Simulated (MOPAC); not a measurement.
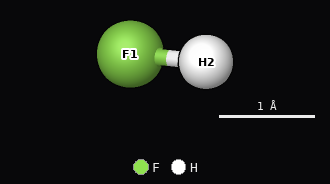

Fig. 1: The input geometry (ball-and-stick view, seen at an oblique angle; atoms are numbered from 1 in the order of the input).

**Geometry relaxation, with input and output: HF**

HF, computed with PM6-DH+, closed shell, dispersion DH+ (MOPAC 23.2.5).

The run did not end well. The atoms were displaced at random from an optimised geometry.

**What the program printed**
```
MOPAC v23.2.5
PM6-DH+ CALCULATION RESULTS

 *  PM6-DH+    - CORRECT DISPERSION AND HYDROGEN BOND TERMS USING PM6-DH+
 *  THREADS=1  - MULTI-THREADING NOT USED
 *  CYCLES=    - DO A MAXIMUM OF 300 STEPS
 *  GNORM      - EXIT WHEN GRADIENT NORM DROPS BELOW 0.020
 *  AUX        - OUTPUT AUXILIARY INFORMATION
 *  GRADIENTS  - ALL GRADIENTS TO BE PRINTED
 *  DISP       - PRINT DISPERSION AND HYDROGEN BOND ENERGIES
 *  MULLIK     - THE MULLIKEN ANALYSIS TO BE PERFORMED
PM6-DH+ CYCLES=300 GNORM=0.02 DISP MULLIK GRADIENTS AUX(PRECISION=6) THREADS=1
 job FH
 F
   ATOM   CHEMICAL          X               Y               Z
  NUMBER   SYMBOL      (ANGSTROMS)     (ANGSTROMS)     (ANGSTROMS)

     1       F         -0.38570800  *   0.16085200  *  -0.18720700  *
     2       H          0.39470800  *  -0.14598600  *   0.20597200  *

          CARTESIAN COORDINATES

    NO.       ATOM           X           Y           Z

     1         F         -0.3857      0.1609     -0.1872
     2         H          0.3947     -0.1460      0.2060

 "Third-Generation Hydrogen-Bonding Corrections for Semiempirical QM Methods and Force Fields"

           Empirical Formula: H F  =     2 atoms

      MOLECULAR POINT GROUP   :   C*v

      RHF CALCULATION, NO. OF DOUBLY OCCUPIED LEVELS = 4

          Geometry optimization using EF

          DIAGONAL MATRIX USED AS START HESSIAN
```

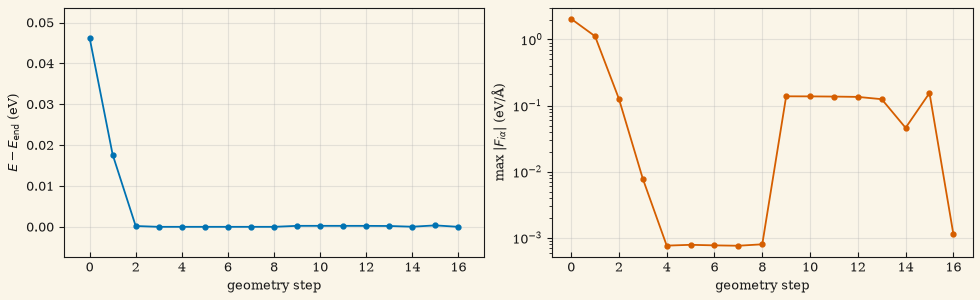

Fig. 2: Progress of the relaxation, step by step (steps are counted from 0).

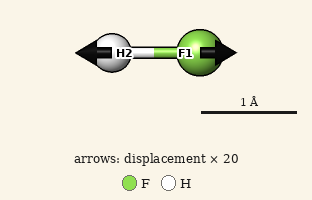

Fig. 3: The starting structure with the displacements as black arrows, magnified 20 times (ball-and-stick view, seen at a tilt). The two geometries are laid on each other by the best rigid fit. The relaxation stopped without meeting its thresholds, so the last structure isn't shown to be converged. After 16 geometry steps the energy has fallen by 0.046 eV. The largest force component goes from 2.1 to 0.0011 eV/Å. The largest moves after the best rigid fit, 0.020 Å, are those of F1 and H2. Largest moves by element: F 0.020 Å, H 0.020 Å. Distances before and after: F1–H2 0.926 → 0.966 Å. (Atoms are counted from 1 in the order of the input.)

```
 CYCLE:     1 TIME:   0.000 TIME LEFT:  2.00D  GRAD.:    79.420 HEAT: -62.54546
 CYCLE:     2 TIME:   0.008 TIME LEFT:  2.00D  GRAD.:    43.575 HEAT: -63.20493
 CYCLE:     3 TIME:   0.000 TIME LEFT:  2.00D  GRAD.:     4.809 HEAT: -63.60796
 CYCLE:     4 TIME:   0.000 TIME LEFT:  2.00D  GRAD.:     0.335 HEAT: -63.61251
 CYCLE:     5 TIME:   0.000 TIME LEFT:  2.00D  GRAD.:     0.032 HEAT: -63.61253
 CYCLE:     6 TIME:   0.000 TIME LEFT:  2.00D  GRAD.:     0.032 HEAT: -63.61253
 CYCLE:     7 TIME:   0.000 TIME LEFT:  2.00D  GRAD.:     0.034 HEAT: -63.61253
 CYCLE:     8 TIME:   0.000 TIME LEFT:  2.00D  GRAD.:     0.034 HEAT: -63.61253
 CYCLE:     9 TIME:   0.008 TIME LEFT:  2.00D  GRAD.:     0.033 HEAT: -63.61253
 NUMERICAL PROBLEMS IN BRACKETING LAMBDA  -55010.210128720173       -55010210.128720172       -55010.210128775187        53742101.413253710        54886.206018911340
  GOING FOR FIXED STEP SIZE....
 NUMERICAL PROBLEMS IN BRACKETING LAMBDA  -55010.210128720173       -55010210.128720172       -55010.210128775187        53742101.413253710        54886.206018911340
  GOING FOR FIXED STEP SIZE....
 NUMERICAL PROBLEMS IN BRACKETING LAMBDA  -55010.210128720173       -55010210.128720172       -55010.210128775187        53742101.413253710        54886.206018911340
  GOING FOR FIXED STEP SIZE....
 CYCLE:    10 TIME:   0.000 TIME LEFT:  2.00D  GRAD.:     5.414 HEAT: -63.60692
 CYCLE:    11 TIME:   0.000 TIME LEFT:  2.00D  GRAD.:     5.408 HEAT: -63.60692
 CYCLE:    12 TIME:   0.000 TIME LEFT:  2.00D  GRAD.:     5.380 HEAT: -63.60698
 CYCLE:    13 TIME:   0.008 TIME LEFT:  2.00D  GRAD.:     5.340 HEAT: -63.60707
 CYCLE:    14 TIME:   0.000 TIME LEFT:  2.00D  GRAD.:     4.993 HEAT: -63.60775
 CYCLE:    15 TIME:   0.000 TIME LEFT:  2.00D  GRAD.:     1.935 HEAT: -63.61182
 CYCLE:    16 TIME:   0.000 TIME LEFT:  2.00D  GRAD.:     6.395 HEAT: -63.60435
 CYCLE:    17 TIME:   0.000 TIME LEFT:  2.00D  GRAD.:     0.043 HEAT: -63.61253

 HEAT OF FORMATION IS ESSENTIALLY STATIONARY

 -------------------------------------------------------------------------------
 PM6-DH+ CYCLES=300 GNORM=0.02 DISP MULLIK GRADIENTS AUX(PRECISION=6) THREADS=1
 job FH
 F

     GEOMETRY OPTIMISED USING EIGENVECTOR FOLLOWING (EF).
     SCF FIELD WAS ACHIEVED

                              PM6-DH+ CALCULATION

          FINAL HEAT OF FORMATION =        -63.61253 KCAL/MOL =    -266.15481 KJ/MOL

          TOTAL ENERGY            =     -11189.93583 KCAL/MOL = ELECTRONIC ENERGY + CORE-CORE REPULSION
          ENERGY OF ATOMS         =      11126.32337 KCAL/MOL
                              SUM =        -63.61246 KCAL/MOL
          DISPERSION ENERGY       =         -0.00007 KCAL/MOL
                              SUM =        -63.61253 KCAL/MOL = FINAL HEAT OF FORMATION

          TOTAL ENERGY            =       -485.24154 EV
          ELECTRONIC ENERGY       =       -560.46390 EV
          CORE-CORE REPULSION     =         75.22236 EV
          COSMO AREA              =         39.77 SQUARE ANGSTROMS
          COSMO VOLUME            =         23.26 CUBIC ANGSTROMS

          GRADIENT NORM           =          0.04341          =       0.03069 PER ATOM
          IONIZATION POTENTIAL    =         15.821425 EV
          HOMO LUMO ENERGIES (EV) =        -15.821  4.112
          NO. OF FILLED LEVELS    =          4
          MOLECULAR WEIGHT        =         20.0063         POINT GROUP:  C*v

          MOLECULAR DIMENSIONS (Angstroms)

            Atom       Atom       Distance
            H     2    F     1     0.96560
            H     2    F     1     0.00000
            H     2    F     1     0.00000

          SCF CALCULATIONS        =         29

          WALL-CLOCK TIME         =      0.031 SECONDS
          COMPUTATION TIME        =      0.012 SECONDS

       FINAL  POINT  AND  DERIVATIVES

   PARAMETER     ATOM    TYPE            VALUE        GRADIENT
      1          1  F    CARTESIAN X    -0.375355     -0.026226  KCAL/ANGSTROM
      2          1  F    CARTESIAN Y     0.190239     -0.013486  KCAL/ANGSTROM
      3          1  F    CARTESIAN Z    -0.225968     -0.008511  KCAL/ANGSTROM
      4          2  H    CARTESIAN X     0.384355      0.026226  KCAL/ANGSTROM
      5          2  H    CARTESIAN Y    -0.175373      0.013486  KCAL/ANGSTROM
      6          2  H    CARTESIAN Z     0.244733      0.008511  KCAL/ANGSTROM

   ATOM   CHEMICAL          X               Y               Z
  NUMBER   SYMBOL      (ANGSTROMS)     (ANGSTROMS)     (ANGSTROMS)

     1       F         -0.37535524  *   0.19023928  *  -0.22596809  *
     2       H          0.38435525  *  -0.17537328  *   0.24473308  *

                             CARTESIAN COORDINATES

   1    F       -0.375355242     0.190239284    -0.225968092
   2    H        0.384355247    -0.175373284     0.244733082

           Empirical Formula: H F  =     2 atoms

      MOLECULAR POINT GROUP   :   C*v

                  EIGENVALUES
 -40.78057 -17.02890 -15.82143 -15.82143   4.11173

              NET ATOMIC CHARGES AND DIPOLE CONTRIBUTIONS

  ATOM NO.   TYPE          CHARGE      No. of ELECS.   s-Pop       p-Pop
    1          F          -0.270582        7.2706     1.96626     5.30433
    2          H           0.270582        0.7294     0.72942
 DIPOLE           X         Y         Z       TOTAL
 POINT-CHG.     0.987    -0.475     0.612     1.255
 HYBRID         0.142    -0.069     0.088     0.181
 SUM            1.130    -0.544     0.700     1.436

          ATOMIC ORBITAL ELECTRON POPULATIONS

     Atom    s        px        py        pz
    1  F   1.96626   1.56937   1.90026   1.83469
    2  H   0.72942

           MULLIKEN POPULATION ANALYSIS

        MULLIKEN POPULATIONS AND CHARGES

      NO.  ATOM   POPULATION      CHARGE
        1    F     7.285019     -0.285019
        2    H     0.714981      0.285019

 *                    *
 * JOB ENDED NORMALLY *
 *                    *

 TOTAL JOB TIME:             0.03 SECONDS

 == MOPAC DONE ==
```

**Trajectory as extended XYZ (Å, eV, eV/Å), 17 frames, from step=0 to step=16**
```
2
Properties=species:S:1:pos:R:3:forces:R:3 step=0 energy=-2.71223
F    -0.3857    0.1609   -0.1872   -2.0514   0.8079  -1.0341
H     0.3947   -0.1460    0.2060    2.0514  -0.8079   1.0341
2
Properties=species:S:1:pos:R:3:forces:R:3 step=1 energy=-2.74083
F    -0.4094    0.1733   -0.2072    1.1206  -0.4454   0.5755
H     0.4184   -0.1584    0.2259   -1.1206   0.4454  -0.5755
2
Properties=species:S:1:pos:R:3:forces:R:3 step=2 energy=-2.75830
F    -0.4012    0.1689   -0.1996    0.1266  -0.0474   0.0589
H     0.4102   -0.1540    0.2184   -0.1266   0.0474  -0.0589
2
Properties=species:S:1:pos:R:3:forces:R:3 step=3 energy=-2.75850
F    -0.4000    0.1684   -0.1991   -0.0078   0.0045  -0.0048
H     0.4090   -0.1535    0.2179    0.0078  -0.0045   0.0048
2
Properties=species:S:1:pos:R:3:forces:R:3 step=4 energy=-2.75850
F    -0.4000    0.1684   -0.1992    0.0006   0.0008  -0.0001
H     0.4090   -0.1536    0.2180   -0.0006  -0.0008   0.0001
2
Properties=species:S:1:pos:R:3:forces:R:3 step=5 energy=-2.75850
F    -0.4000    0.1685   -0.1993    0.0008   0.0006   0.0000
H     0.4090   -0.1536    0.2180   -0.0008  -0.0006   0.0000
2
Properties=species:S:1:pos:R:3:forces:R:3 step=6 energy=-2.75850
F    -0.3998    0.1689   -0.1994    0.0007   0.0008  -0.0001
H     0.4088   -0.1540    0.2182   -0.0007  -0.0008   0.0001
2
Properties=species:S:1:pos:R:3:forces:R:3 step=7 energy=-2.75850
F    -0.3995    0.1694   -0.1996    0.0007   0.0008  -0.0001
H     0.4085   -0.1546    0.2184   -0.0007  -0.0008   0.0001
2
Properties=species:S:1:pos:R:3:forces:R:3 step=8 energy=-2.75850
F    -0.3985    0.1711   -0.2002    0.0006   0.0008  -0.0003
H     0.4075   -0.1563    0.2190   -0.0006  -0.0008   0.0003
2
Properties=species:S:1:pos:R:3:forces:R:3 step=9 energy=-2.75826
F    -0.3973    0.1708   -0.1992   -0.1383   0.0576  -0.0715
H     0.4063   -0.1560    0.2180    0.1383  -0.0576   0.0715
2
Properties=species:S:1:pos:R:3:forces:R:3 step=10 energy=-2.75826
F    -0.3972    0.1711   -0.1993   -0.1379   0.0573  -0.0721
H     0.4062   -0.1562    0.2180    0.1379  -0.0573   0.0721
2
Properties=species:S:1:pos:R:3:forces:R:3 step=11 energy=-2.75826
F    -0.3967    0.1715   -0.1999   -0.1370   0.0571  -0.0720
H     0.4057   -0.1566    0.2187    0.1370  -0.0571   0.0720
2
Properties=species:S:1:pos:R:3:forces:R:3 step=12 energy=-2.75826
F    -0.3952    0.1728   -0.2018   -0.1355   0.0572  -0.0721
H     0.4042   -0.1580    0.2206    0.1355  -0.0572   0.0721
2
Properties=species:S:1:pos:R:3:forces:R:3 step=13 energy=-2.75829
F    -0.3906    0.1768   -0.2074   -0.1251   0.0548  -0.0692
H     0.3996   -0.1619    0.2261    0.1251  -0.0548   0.0692
2
Properties=species:S:1:pos:R:3:forces:R:3 step=14 energy=-2.75847
F    -0.3766    0.1888   -0.2239   -0.0462   0.0234  -0.0290
H     0.3856   -0.1739    0.2427    0.0462  -0.0234   0.0290
2
Properties=species:S:1:pos:R:3:forces:R:3 step=15 energy=-2.75815
F    -0.3785    0.1896   -0.2250    0.1552  -0.0732   0.0950
H     0.3875   -0.1748    0.2438   -0.1552   0.0732  -0.0950
2
Properties=species:S:1:pos:R:3:forces:R:3 step=16 energy=-2.75850
F    -0.3754    0.1902   -0.2260    0.0011   0.0006   0.0004
H     0.3844   -0.1754    0.2447   -0.0011  -0.0006  -0.0004
```

This output came from the following input.

**Input file (run.mop)**
```
PM6-DH+ CYCLES=300 GNORM=0.02 DISP MULLIK GRADIENTS AUX(PRECISION=6) THREADS=1
job FH
F
F     -0.385708 1     0.160852 1    -0.187207 1
H      0.394708 1    -0.145986 1     0.205972 1
```

Launch command:
```bash
mopac run.mop
```

**Outcome**

- outcome: not converged
- total energy: −17.832298 hartree
- dispersion energy: 0.000000 hartree
- heat of formation: −63.61 kcal/mol
- basis functions: 5
- largest force: 0.001 eV/Å
- HOMO: −15.82 eV
- LUMO: 4.11 eV
- dipole moment: 1.44 D
- hardware: 1 thread of AMD EPYC (Zen 5), 128 GiB of memory available, shared host
- peak memory: 0.074 GiB

**What went wrong**

The run did not converge. Its last values are not results. Notes on the run: HEAT OF FORMATION IS ESSENTIALLY STATIONARY.
